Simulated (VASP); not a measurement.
Input:

```yaml
crystal:
  lattice:
    - [0.00000, 3.18781, 3.18781]
    - [3.18781, 0.00000, 3.18781]
    - [3.18781, 3.18781, 0.00000]
  atoms:
    - { symbol: In, position: [0.00000, 0.00000, 0.00000] }
    - { symbol: As, position: [0.25000, 0.25000, 0.25000] }
```

Level of theory: vdW-DF2, VASP's PBE PAW potentials (set 64) (plane waves; VASP). Settings: 520 eV cut-off, 11×11×11 Γ-centred mesh, tetrahedra with Blöchl corrections, potentials In_d As.

Unless said otherwise, spin-orbit coupling is left out, though it shifts the bands of the heavy elements here.

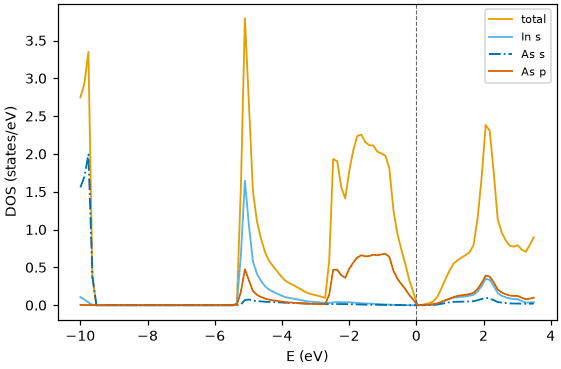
Figure. Total and projected density of states, zero at the Fermi level

Within 2 eV below the Fermi level the largest weight inside VASP's projection spheres is As p, then In p.

It has no gap at this level: it comes out as a metal or semimetal.

The compound is InAs in the zinc blende structure. It was relaxed first, which changed the volume by +16 %.
